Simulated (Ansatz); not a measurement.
Electronic density of states of amorphous Ti20O42Ge, density 3.37 g/cm³, on a 2×2×2 Γ-centred mesh with a Gaussian width of 0.1 eV; energies count from the Fermi level, whose place inside the gap is arbitrary. Cell and mesh are small, so fine structure isn't converged. All values below come from PBE, scalar-relativistic without spin-orbit coupling (plane waves to 420 eV, PAW; Ansatz, a quantum-chemistry and plane-wave program). Sampling: a 2×2×2 Γ-centred mesh; Fermi-Dirac width 0.02 eV; no spin polarisation. At PBE the levels at the filled edge of the gap are localised (band-tail or defect states), and the nearest spread-out levels lie 3.0 eV apart at the zone centre.

A CHGNet melt-quench gave the starting glass, which DFT then relaxed. O atoms were pushed apart under 1.9 Å during the dynamics, to hinder bonds among them. The hot cell started wider than the set density and was brought back towards it in steps. It is the lowest in DFT energy of 2 quenches. It is a model cell: composition and starting density were chosen by hand, and all elements were melted together. No dispersion term was used. Its density started from a set value of 3.63 and ended at 3.37 g/cm³. The quench (nominally 240 K/ps over its main leg) was far faster than any real one, so the model tends to hold more defects than a real film. One small periodic cell is one sample of the glass; other quenches scatter about these values. Volume and shape were free in the relaxation.

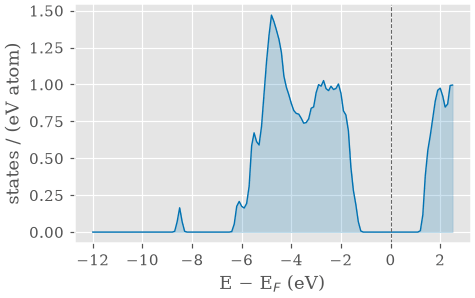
Fig. 1. Density of states per atom

The level gap on this mesh is 2.72 eV; the broadening fills part of it in the curve.
